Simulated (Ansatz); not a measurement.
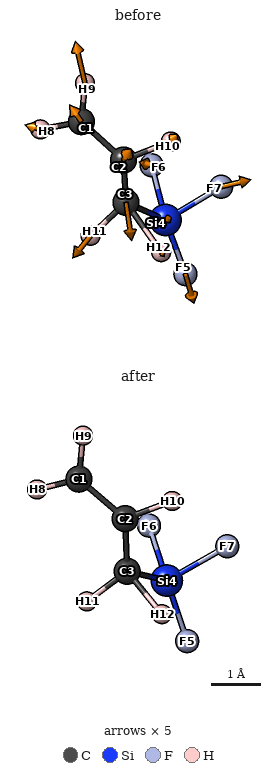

The structure of C3H5F3Si before (top) and after (bottom) a relaxation, at one scale. The orange arrows give the displacements, magnified 5 times.

Style: ball-and-stick. Shown from a free direction.

All numbers below come from RKS PBEsol-d3bj/6-31++G** in Ansatz.

Input file:
```yaml
crystal:
  periodic: [false, false, false]
  atoms:
    - {symbol: C, position_ang: [0.372247, -0.933462, 1.712880]}
    - {symbol: C, position_ang: [0.619148, -0.520651, 0.619607]}
    - {symbol: C, position_ang: [0.060593, -0.463760, -0.275169]}
    - {symbol: Si, position_ang: [-0.715139, 0.925584, -1.151237]}
    - {symbol: F, position_ang: [-0.925920, 1.000335, -2.379387]}
    - {symbol: F, position_ang: [-1.515500, 1.811258, -0.162531]}
    - {symbol: F, position_ang: [0.241565, 1.855426, -0.959438]}
    - {symbol: H, position_ang: [-0.627874, -1.206354, 1.821310]}
    - {symbol: H, position_ang: [0.842906, -0.816443, 2.456318]}
    - {symbol: H, position_ang: [1.556096, 0.066886, 0.629411]}
    - {symbol: H, position_ang: [-0.651225, -1.103434, -0.635737]}
    - {symbol: H, position_ang: [0.610562, -0.581689, -1.444071]}
basis:
  gaussian: {orbitals: "6-31++G**", final_grid: {core_spheres: 5, valence_spheres: 4, degree: 11}}
hamiltonian: {xc: {name: PBEsol}, dispersion: d3bj}
relax: {f_tol: 0.001, max_steps: 2}
```

Run as
```bash
ansatz run in.yaml --threads 4 --pin off --events-out ev --progress --plain --max-ram 11315MiB
```

### What changed between the two?

The relaxation stopped without meeting its thresholds, so the last structure isn't shown to be converged. The input was poor on purpose: steps. The largest move after the best rigid fit is that of H9, 0.19 Å. By element the largest moves are H 0.19 Å, C 0.17 Å, F 0.16 Å, Si 0.04 Å. Near-neighbour distances that change, for instance: C2–C3 1.056 → 1.297 Å, Si4–F5 1.248 → 1.390 Å, C1–H9 0.888 → 1.000 Å, Si4–F7 1.348 → 1.449 Å. Bond angles that change, for instance: H11–C3–H12 85.4° → 95.3°, Si4–C3–H11 90.6° → 98.3°, C2–C3–Si4 132.5° → 126.0°. The energy falls by 1339.1 kJ/mol in 1 geometry step. Largest force component: 41 eV/Å at the start, 14 eV/Å at the end. The run took 2.1 s on 4 threads of Arm Neoverse V2 (shared host).
